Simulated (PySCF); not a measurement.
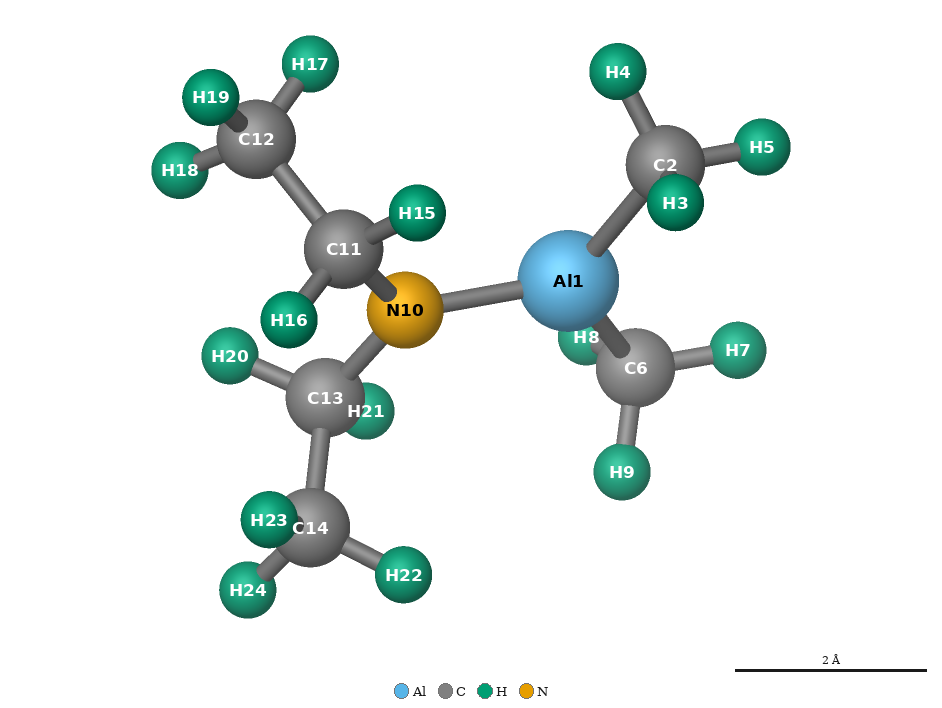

The geometry was computed by an optimisation with PBE0-D3(BJ)/def2-SVP. No frequency run is at hand to confirm it as a minimum.

Estimate the angles Al1–C2–H4, Al1–C6–H7, Al1–N10–C11, C2–Al1–C6, C6–Al1–N10, N10–C11–C12, C11–N10–C13, C11–C12–H17, C11–C12–H18, C13–C14–H23, C13–C14–H24, C14–C13–H20.

```
      angle  degrees
  Al1–C2–H4    111.5
  Al1–C6–H7    112.4
Al1–N10–C11    122.6
  C2–Al1–C6    125.1
 C6–Al1–N10    117.4
N10–C11–C12    114.1
C11–N10–C13    114.9
C11–C12–H17    110.5
C11–C12–H18    111.7
C13–C14–H23    111.7
C13–C14–H24    111.2
C14–C13–H20    109.2
```
